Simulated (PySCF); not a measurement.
**TaO₂⁻: relaxation and vibrations of the triplet**

The task is one start of a wider search on TaO₂⁻: the triplet, from a PBE0 minimum start. It is relaxed, tested by its Hessian and followed downhill if it is a saddle.

Program: PySCF 2.14.0. Level of theory: PBE0, basis Ta def2-SVPD with ECP60, O def2-SVPD, scalar-relativistic core potentials, no spin–orbit coupling, density fitting. These are calculated values, not measurements.

### Step 1. Where the work starts

3 atoms, charge -1, spin multiplicity 3.

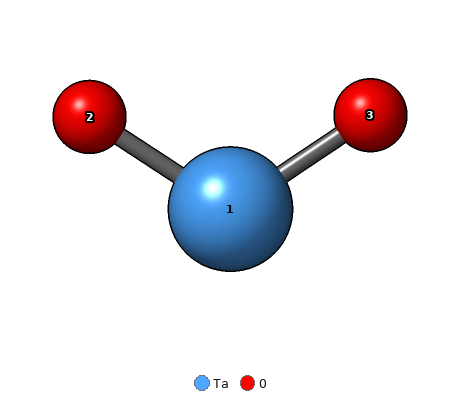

Start geometry, drawn with tantalum blue, oxygen red; atoms are numbered from 1 in the order of the file.

```xyz
3
charge -1 multiplicity 3
Ta    0.0000    0.0000   -0.1480
O     1.4793    0.0000    0.8320
O    -1.4793    0.0000    0.8320
```

### Step 2. Finding the electronic state

One driver script runs all steps and calls PySCF; scf.py shows how it sets up the SCF of each step. The optimiser is the driver's own. After this first run the driver tries any further starts and a stability analysis.

scf.py reads:

```python
from pyscf import gto, scf, dft
mol = gto.M(atom='''
Ta     0.000000     0.000000    -0.148030
O      1.479307    -0.000000     0.831955
O     -1.479307     0.000000     0.831955''',
    basis={'Ta': 'def2-SVPD', 'O': 'def2-SVPD'},
    ecp={'Ta': 'def2-SVPD'},
    charge=-1, spin=2)
mf = dft.UKS(mol, xc='PBE0')
mf.grids.atom_grid = (50, 194)
aux = {'Ta': 'def2-universal-JKFIT', 'O': 'def2-universal-JKFIT'}
mf = mf.density_fit(auxbasis=aux)
mf.conv_tol = 1e-08
mf.diis_space = 10
mf.max_cycle = 60
mf.init_guess = 'minao'
mf.verbose = 4
mf.kernel()
```

Started as:

```bash
> OMP_NUM_THREADS=2 python axn.py task.json out
```

The program printed:

```text
init E= -194.223807526336
[... the frontier-level lines of each cycle are left out ...]
cycle= 1 E= -206.857747921762  delta_E= -12.6  |g|= 0.818  |ddm|= 5.58
cycle= 2 E= -204.882772884753  delta_E= 1.97  |g|=  2.1  |ddm|= 8.44
cycle= 3 E= -207.145779392773  delta_E= -2.26  |g|= 0.488  |ddm|= 7.89
cycle= 4 E= -207.238298081255  delta_E= -0.0925  |g|= 0.219  |ddm|= 0.945
cycle= 5 E= -207.263755851255  delta_E= -0.0255  |g|= 0.0378  |ddm|= 0.337
cycle= 6 E= -207.264585083211  delta_E= -0.000829  |g|= 0.0151  |ddm|= 0.0608
cycle= 7 E= -207.264804417128  delta_E= -0.000219  |g|= 0.0043  |ddm|= 0.048
cycle= 8 E= -207.264838991771  delta_E= -3.46e-05  |g|= 0.00107  |ddm|= 0.0199
cycle= 9 E= -207.264841788977  delta_E= -2.8e-06  |g|= 0.000426  |ddm|= 0.00556
cycle= 10 E= -207.26484217275  delta_E= -3.84e-07  |g|= 8.58e-05  |ddm|= 0.00239
cycle= 11 E= -207.264842194203  delta_E= -2.15e-08  |g|= 2.69e-05  |ddm|= 0.000424
cycle= 12 E= -207.264842196913  delta_E= -2.71e-09  |g|= 1.03e-05  |ddm|= 0.000133
Extra cycle  E= -207.264842197284  delta_E= -3.72e-10  |g|= 6.78e-06  |ddm|= 5.25e-05
converged SCF energy = -207.264842197284  <S^2> = 2.0125762  2S+1 = 3.0083724
```

This step, with its further starts and checks, ran for 17 s (2 threads of Arm Neoverse N1, shared host).

Energies from each starting density:

```
                      start  energy (Eh)
    the minimal-basis guess  -207.264842
a thermally smeared density  -207.264842
      a smeared PBE density  -207.264842
```

The test of internal stability and the other starts found no lower solution of this spin.

### Step 3. PBE0 minimum start, triplet: relaxation

The program finds C2v symmetry in the start, which this walk keeps.

Changes to scf.py since step 2:

```diff
@@ -3,3 +3,3 @@
-Ta     0.000000     0.000000    -0.148030
-O      1.479307    -0.000000     0.831955
-O     -1.479307     0.000000     0.831955''',
+Ta     0.000000     0.000000    -0.147224
+O      1.479307     0.000000     0.832761
+O     -1.479307     0.000000     0.832761''',
@@ -16 +15,0 @@
-mf.init_guess = 'minao'
```

The optimiser's trace:

```
step  energy (Eh)  change (kJ/mol)  largest symmetric gradient (Eh/bohr)
   0  -207.264842             0.00                               0.00016
```

The walk took 2.2 s.

Positions (Å) and forces (eV/Å) along the way:

```
step 0
Ta   0.000   0.000  -0.147   0.000   0.000   0.008
O    1.479   0.000   0.833   0.008   0.000  -0.004
O   -1.479   0.000   0.833  -0.008   0.000  -0.004
```

End point (C2v, 0 steps, 0.0 kJ/mol gained): Ta–O 1.774 Å (×2); O–Ta–O 113.0°.

### Step 4. Hessian and properties

On the finer grid the gradient is checked again; gradients at displacements of ±0.02 bohr then give force constants and infrared intensities.

Changes to scf.py since step 3:

```diff
@@ -10 +10 @@
-mf.grids.atom_grid = (50, 194)
+mf.grids.atom_grid = (75, 302)
@@ -13 +13 @@
-mf.conv_tol = 1e-08
+mf.conv_tol = 1e-10
```

This SCF starts from the last density.

Log of the central SCF (cycles and frontier levels):

```text
init E= -207.264776560079
[... the frontier-level lines of each cycle are left out ...]
cycle= 1 E= -207.264776560072  delta_E= 7.67e-12  |g|= 1.92e-06  |ddm|= 2.18e-06
Extra cycle  E= -207.264776560065  delta_E= 6.14e-12  |g|= 5.52e-06  |ddm|= 5.39e-06
converged SCF energy = -207.264776560065  <S^2> = 2.0125766  2S+1 = 3.0083727
```

The whole step took 38 s.

Geometry: C2v; Ta–O 1.774 Å (×2); O–Ta–O 113.0°.

Harmonic modes (main isotopes):

```csv
symmetry,ω (cm⁻¹),IR (km/mol),μ (u)
a1,270,3.3,17.36
b2,845,293,17.77
a1,910,148,16.99
```

No imaginary mode, so this is a minimum.

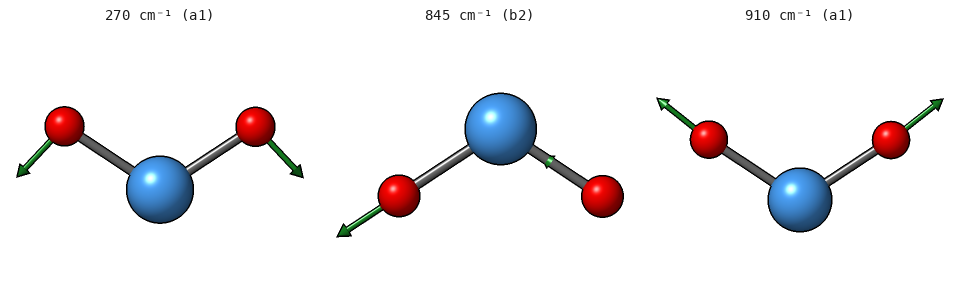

How the atoms move in 3 of the modes.

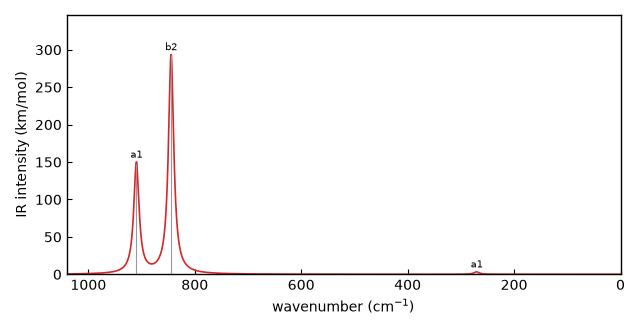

The harmonic infrared spectrum (widths in cm⁻¹). Lines are broadened to a width of 12 cm⁻¹ (Lorentzian).

Properties at this point:

```
Dipole moment about the centre of mass                          : 3.42 D
Highest occupied level                                          : 0.32 eV
Lowest empty level                                              : 2.22 eV
Rotational constants                                            : 0.6457, 0.2408, 0.1754 cm⁻¹
Zero-point energy                                               : 12.1 kJ/mol
Principal polarisabilities                                      : 76.9, 84.0, 90.7 bohr³
Principal traceless quadrupole moments about the centre of mass : -9.49, 3.50, 5.99 D Å
Entropy at 298.15 K and 1 bar (electronic part: spin only)      : 285.8 J/(mol K)
Heat capacity Cp at 298.15 K                                    : 45.0 J/(mol K)
Enthalpy at 298.15 K above 0 K                                  : 11.43 kJ/mol
Rotational symmetry number                                      : 2
Spin squared ⟨S²⟩                                               : 2.013
```

Charges (e) and bond orders:

```tsv
atom	Mulliken	Löwdin	polar tensor	spin (Mulliken)	Mayer order to Ta1
Ta1	0.53	0.46	0.79	2.26	–
O2,3	-0.77	-0.73	-0.90	-0.13	1.70
```

Mulliken populations on Ta1 (outside its core potential): s 2.89, p 6.48, d 2.97, f 0.13.

### Step 5. Summary of results

```
                                          quantity                             value
                                           minimum                      triplet, C2v
                                          geometry  Ta–O 1.774 Å (×2); O–Ta–O 113.0°
                                wavenumbers (cm⁻¹)      270 (a1), 845 (b2), 910 (a1)
                    dipole moment (centre of mass)                            3.42 D
highest occupied, lowest empty level (either spin)                     0.32, 2.22 eV
                        polar-tensor charge of Ta1                           +0.79 e
                                 zero-point energy                       12.1 kJ/mol
                               entropy at 298.15 K                   285.8 J/(mol K)
                                              ⟨S²⟩                             2.013
```

What this shows: The PBE0 minimum start keeps its C2v symmetry and ends in a minimum. In the infrared the band at 845 cm⁻¹ (b2, stretch) leads. Most of the spin sits on Ta1 (Mulliken spin 2.26, against 2 for the whole molecule). Only this shape and spin were tried, so other structures or states may lie lower. A highest occupied level above zero is common for anions with such functionals; it warns that the extra electron is poorly described. One determinant may miss the lowest occupation of an open d or f shell. With an element this heavy the missing spin–orbit coupling can shift these numbers.

The search up to here took 57 s.
